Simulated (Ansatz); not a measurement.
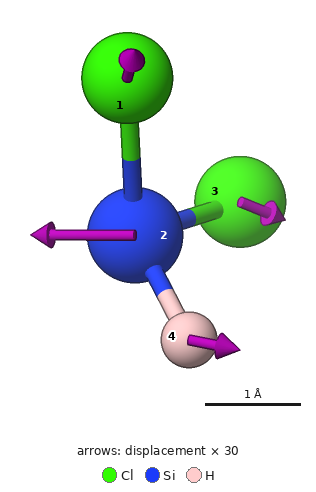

This is a relaxation of SiHCl2 (multiplicity 2). The starting structure is drawn; purple arrows show the displacements, 30 times their true length. The two geometries are superimposed by the best rigid fit.

A ball-and-stick model, seen from a free direction.

Computed with Ansatz 0.2.0, UKS PBE0-D4/def2-TZVP. Settings: force threshold 0.005 eV/Å; at most 200 steps.

Q: Which element moves most?

A: Silicon: up to 0.040 Å, against 0.021 Å for chlorine.

Q: What did the optimiser do to the structure, and how much energy did it gain?

A: The atom that moves furthest after the best rigid fit is Si2 (0.040 Å). Largest moves by element: Si 0.040 Å, Cl 0.021 Å, H 0.020 Å. Near-neighbour distances that change, for instance: Si2–H4 1.452 → 1.488 Å, Cl1–Si2 2.021 → 2.047 Å. Over 3 geometry steps the energy falls by 0.031 eV. The largest force component goes from 0.8 to 0.00093 eV/Å. The run took about 25 core-seconds on a shared host.
